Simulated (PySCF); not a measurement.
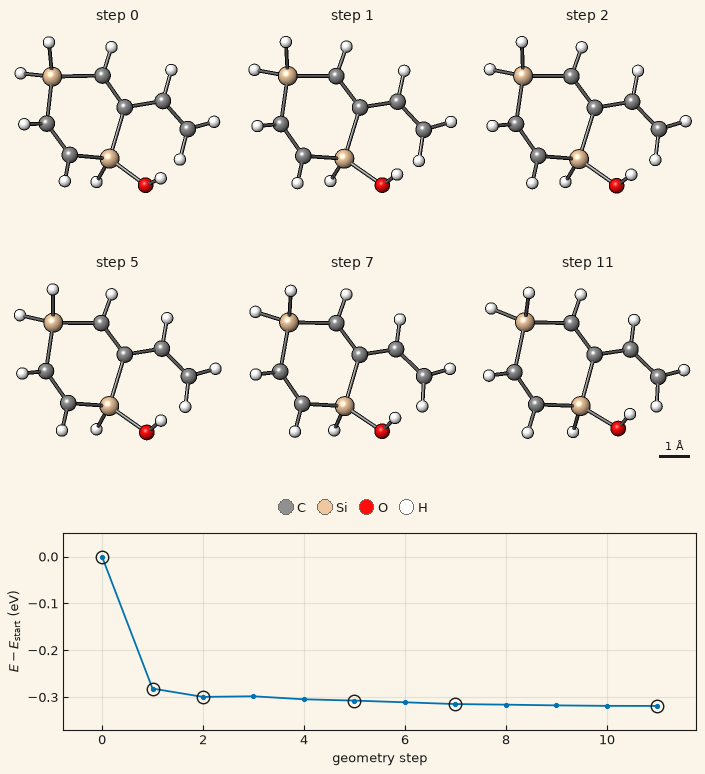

Frames of a relaxation of C$_{6}$H$_{10}$OSi$_{2}$, marked on the history of the run. The picture is a ball-and-stick view, seen at a tilt.

The start comes from GFN2-xTB. Its atoms were then displaced at random by about 0.01 Å.

Level of theory: PBE0-D3(BJ)/def2-SVP geometry optimisation, gas phase in PySCF. 

**What happens along the run?**

The energy falls by 0.319 eV in 11 geometry steps. The largest move after the best rigid fit is that of an H atom, 0.55 Å. Largest moves by element: H 0.55 Å, O 0.28 Å, C 0.22 Å, Si 0.20 Å. Near-neighbour distances that change, for instance: C–H 1.051 → 1.103 Å, O–Si 1.625 → 1.675 Å, Si–Si 3.441 → 3.483 Å, C–Si 1.907 → 1.866 Å. Bond angles that change, for instance: Si–O–H 123.9° → 115.9°, C–C–H 122.5° → 116.7°, C–C–Si 123.7° → 127.4°. Cost: 3.2 min on 1 thread of Intel(R) Xeon(R) Platinum 8488C (shared host). From step 0 to 1: an H atom moves most (0.21 Å), energy −0.282 eV. From step 1 to 2: an H atom moves most (0.10 Å), energy −0.018 eV. From step 2 to 5: an H atom moves most (0.08 Å), energy −0.008 eV. From step 5 to 7: an H atom moves most (0.16 Å), energy −0.007 eV. From step 7 to 11: H atoms move most (0.17 Å), energy −0.004 eV.

| step | E − E(0), eV |
| --- | --- |
| 0 | 0.0000 |
| 1 | -0.2817 |
| 2 | -0.2994 |
| 3 | -0.2981 |
| 4 | -0.3045 |
| 5 | -0.3073 |
| 6 | -0.3109 |
| 7 | -0.3147 |
| 8 | -0.3160 |
| 9 | -0.3175 |
| 10 | -0.3185 |
| 11 | -0.3187 |
